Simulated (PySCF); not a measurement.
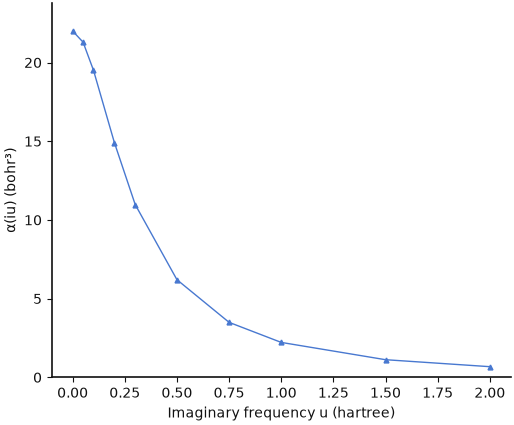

**Figure 1.** Dipole polarisability at imaginary frequency of neutral boron ([He] 2s² 2p). Coupled response at the r2SCAN0 level; PySCF, dyall-acv3z, spin-free X2C-1e, unrestricted single determinants, no spin-orbit coupling. The static dipole polarisability is 22.0 bohr³ (the recommended value is 20.5); α(iu) falls to half of it near u = 0.30 hartree. The Casimir–Polder integral gives C₆ = 110 hartree bohr⁶ for two such species.

## Atomic calculation, with input and output: B

- system: B, configuration 1s2 2s2 2p1, multiplicity 2.
- method: unrestricted r2SCAN0, dyall-acv3z, spin-free X2C-1e, Gaussian nucleus (PySCF)

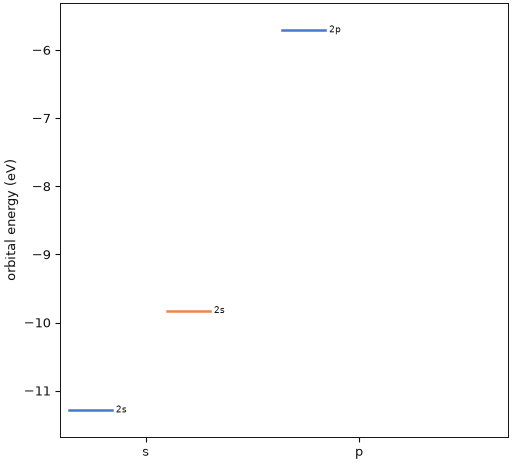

**Figure 2.** Orbital energies of the mean field, from the top down to −11.3 eV, by angular momentum, α spin at the left of each column and β at the right; ×n counts the orbitals under one label. The highest filled orbital is 2p α at −5.70 eV, the lowest empty one p α at −2.19 eV.

These pictures come from the run below.

The input:
```python
from pyscf import gto, scf, dft, mp, cc
import basis_set_exchange as bse
mol = gto.M(atom="B 0 0 0", charge=0, spin=1, symmetry="D2h",
            basis=gto.basis.parse(bse.get_basis("dyall-acv3z", elements=["B"], fmt="nwchem")),
            nucmod="G")
mf = dft.UKS(mol, xc="HYB_MGGA_XC_R2SCAN0").sfx2c1e()
mf.irrep_nelec = {'Ag': (2, 2), 'B2u': (1, 0)}
mf.kernel()
```

The script is an equivalent of what the driver set up; the driver started from orbitals of its own, so the log can be shorter than this script's would be, and it computed the properties (radii, ⟨L²⟩, response) afterwards. It held the occupations shell by shell, which the script's counts by irreducible representation don't always enforce.

Output (extracts):
```
damping factor = 0
level_shift factor = 0
DIIS = <class 'pyscf.scf.diis.CDIIS'>
diis_start_cycle = 1
diis_space = 10
diis_damp = 0
SCF conv_tol = 1e-09
SCF conv_tol_grad = None
number electrons alpha = 3  beta = 2
XC functionals = HYB_MGGA_XC_R2SCAN0
    M. Bursch, H. Neugebauer, S. Ehlert, and S. Grimme.,  J. Chem. Phys. 156, 134105 (2022)
cycle= 1 E= -24.6468688536314  delta_E= -0.00335  |g|= 0.0127  |ddm|= 0.0538
cycle= 2 E= -24.6470280221228  delta_E= -0.000159  |g|= 0.00304  |ddm|= 0.0111
cycle= 3 E= -24.6470391963465  delta_E= -1.12e-05  |g|= 0.000322  |ddm|= 0.00348
cycle= 4 E= -24.6470392941995  delta_E= -9.79e-08  |g|= 5.51e-05  |ddm|= 0.00055
cycle= 5 E= -24.6470393016835  delta_E= -7.48e-09  |g|= 1.54e-05  |ddm|= 0.00018
cycle= 6 E= -24.6470393023586  delta_E= -6.75e-10  |g|= 1.37e-06  |ddm|= 6.86e-05
converged SCF energy = -24.6470393023586  <S^2> = 0.75800892  2S+1 = 2.0079929
```

Results in brief:

| quantity | value |
| --- | --- |
| outcome | converged |
| total energy | −24.647039 hartree |
| ⟨S²⟩ | 0.758 |
| ⟨L²⟩ | 2.02 |
| static polarisability | 22.0 bohr³ |
| C₆ of the like pair | 110 hartree bohr⁶ |
| SCF iterations | 6 |
| hardware | 1 CPU thread, shared host |
| CPU time | 23 s (integrals apart) |
